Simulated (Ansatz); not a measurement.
Phonon calculation, with input and output: C2H5NSi

System: C2H5NSi.
Method: UKS B3LYP/cc-pVDZ (Ansatz 0.2.0).

It belongs to a series of runs on one base structure; here: vibrations at the highest image of the band. Figures and captions count atoms from 1; the log counts them from 0 in places.

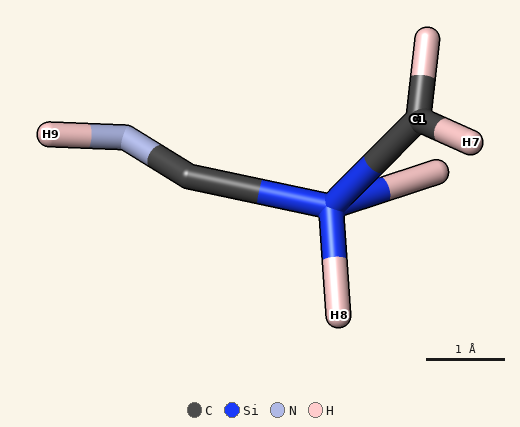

Fig. 1: The structure (stick view, seen at a tilt; atoms are numbered from 1 in the order of the input). Bond lengths as drawn: C–H 1.09 to 1.10 Å, C–N 1.23 Å, C–Si 1.84 to 1.88 Å, H–N 1.03 Å and H–Si 1.49 to 1.59 Å.

### Input file
```yaml
crystal:
  periodic: [false, false, false]
  atoms:
    - { symbol: C, position_ang: [-1.152506, 1.148258, -0.429165] }
    - { symbol: Si, position_ang: [0.055231, -0.218779, -0.637538] }
    - { symbol: C, position_ang: [1.248924, -0.655451, 0.753196] }
    - { symbol: "N", position_ang: [1.378319, -1.448854, 1.686786] }
    - { symbol: H, position_ang: [-1.905413, 1.074071, 0.362392] }
    - { symbol: H, position_ang: [-1.46789, -0.46584, -1.017155] }
    - { symbol: H, position_ang: [-1.265823, 1.99425, -1.118352] }
    - { symbol: H, position_ang: [0.88165, -0.069236, -1.86751] }
    - { symbol: H, position_ang: [2.2275, -1.358418, 2.267347] }
magnetization:
  spin_polarized: true
basis:
  gaussian: { orbitals: cc-pVDZ }
hamiltonian:
  xc: b3lyp
phonons: {}
```

Run as:
```bash
ansatz run input.yaml --threads 2 --pin off --max-ram 3072MiB --backend cpu --events-out ev --progress --plain --runs-dir out
```

### What the program printed
```
Engine: ansatz 0.2.0, x86_64-unknown-linux-gnu
Functional definition: B3LYP
  parameter a0 = 0.2
  parameter ax = 0.72
  parameter ac = 0.81
  exchange = (1 - a0 - ax)*slater_x + ax*b88_x + a0*exact_x
  correlation = (1 - ac)*vwn_rpa_c + ac*lyp_c
927 factors; integrals over basis functions are off by at most 3.4e-4 eV
mean field evaluation 1: about -11510.2344 eV, gradient 4.1e1 eV
mean field evaluation 2: about -11492.7326 eV, gradient 6.3e1 eV
mean field evaluation 4: about -11517.1184 eV, gradient 1.4e1 eV
mean field evaluation 8: about -11518.6817 eV, gradient 2.2e-1 eV
mean field evaluation 16: about -11518.7105 eV, gradient 3.7e-5 eV
mean field evaluation 32: about -11517.6552 eV, gradient 1.4e1 eV
mean field -11518.82412937 eV, -423.3089790150 hartree, gradient 1.5e-5 eV, S^2 0.541348; 5 other end points of the search recorded, 0 dependent functions left out
the calculation of the forces begins
reference -11518.82438094 eV, -423.3089882598 hartree; 19, 19 occupied and 66, 66 virtual orbitals, 927 factors
these checks for a lower state are left out or cut short: stability, starts, cluster_reference, orbital_swaps, neighbouring_geometries, increment
927 factors; integrals over basis functions are off by at most 3.4e-4 eV
mean field evaluation 64: about -11518.8240 eV, gradient 5.5e-5 eV
mean field -11518.82402828 eV, -423.3089753001 hartree, gradient 2.5e-6 eV, S^2 0.542374; 0 other end points of the search recorded, 0 dependent functions left out
[... from here on the field's lines of each further geometry are left out, up to the last ...]
the calculation of the forces begins
reference -11518.82434551 eV, -423.3089869580 hartree; 19, 19 occupied and 66, 66 virtual orbitals, 927 factors
these checks for a lower state are left out or cut short: stability, starts, cluster_reference, orbital_swaps, neighbouring_geometries, increment
927 factors; integrals over basis functions are off by at most 3.4e-4 eV
mean field -11518.82407354 eV, -423.3089769630 hartree, gradient 2.4e-6 eV, S^2 0.541029; 0 other end points of the search recorded, 0 dependent functions left out
the calculation of the forces begins
reference -11518.82432501 eV, -423.3089862045 hartree; 19, 19 occupied and 66, 66 virtual orbitals, 927 factors
WARN: phonons: modes at or below zero, which the zero-point energy, F, S and C_V leave out: 1, the lowest at -1558.81 cm⁻¹. A minimum has none, and a first-order saddle one
Total energy: -11518.82438094 eV, -423.3089882598 hartree
Atom 0 at    -1.152506     1.148258    -0.429165 Å, force    -0.002054     0.010176     0.003525 eV/Å
Atom 1 at     0.055231    -0.218779    -0.637538 Å, force     0.014421     0.004129    -0.001673 eV/Å
Atom 2 at     1.248924    -0.655451     0.753196 Å, force    -0.005745    -0.007072    -0.004300 eV/Å
Atom 3 at     1.378319    -1.448854     1.686786 Å, force     0.009410     0.008437    -0.000973 eV/Å
Atom 4 at    -1.905413     1.074071     0.362392 Å, force    -0.002717    -0.002413    -0.001863 eV/Å
Atom 5 at    -1.467890    -0.465840    -1.017155 Å, force    -0.013065    -0.005773     0.000660 eV/Å
Atom 6 at    -1.265823     1.994250    -1.118352 Å, force     0.002028    -0.002437     0.000826 eV/Å
Atom 7 at     0.881650    -0.069236    -1.867510 Å, force     0.002088    -0.001042    -0.000255 eV/Å
Atom 8 at     2.227500    -1.358418     2.267347 Å, force    -0.004367    -0.004004     0.004052 eV/Å
Dipole moment:     0.106001     0.128467     0.097490 e Å
Vibrations: -1558.81 115.78 218.56 295.07 333.24 486.78 509.01 645.95 670.55 721.48 801.18 844.24 920.99 967.51 1351.09 1820.79 1836.20 2228.78 3112.93 3222.68 3341.82 cm⁻¹, zero-point energy 1.515373 eV
```

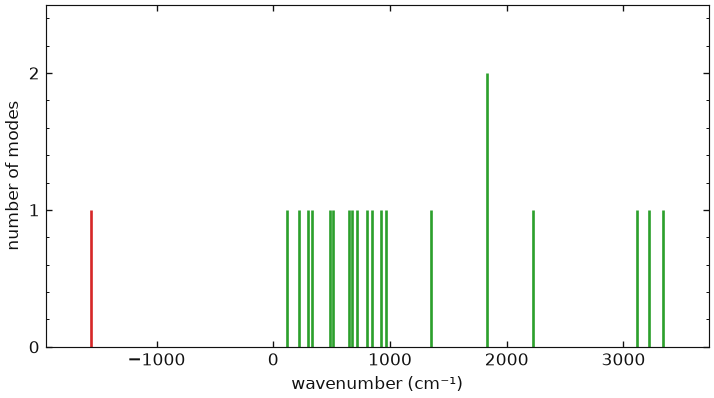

Fig. 2: Harmonic vibrational wavenumbers from the force constants; neighbouring modes closer than 22 cm⁻¹ are counted in one stick, and imaginary ones are drawn at negative wavenumbers. 21 modes from 1559i to 3342 cm⁻¹, 1 imaginary beyond 8i (1559i cm⁻¹): a first-order saddle point, if the geometry is stationary.

### Key numbers

```tsv
quantity	value
outcome	converged
total energy	−11518.8244 eV
mean-field energy	−11518.8244 eV
⟨S²⟩	0.541
largest force (length of the vector)	0.015 eV/Å
hardware	2 threads of Intel Xeon (Granite Rapids), 16 GiB of memory available, shared host
wall time	58 s (CPU time 1.8 min)
peak memory	0.25 GiB
```

⟨S²⟩ is 0.54 against 0.00 for a pure state: the solution is spin-contaminated.
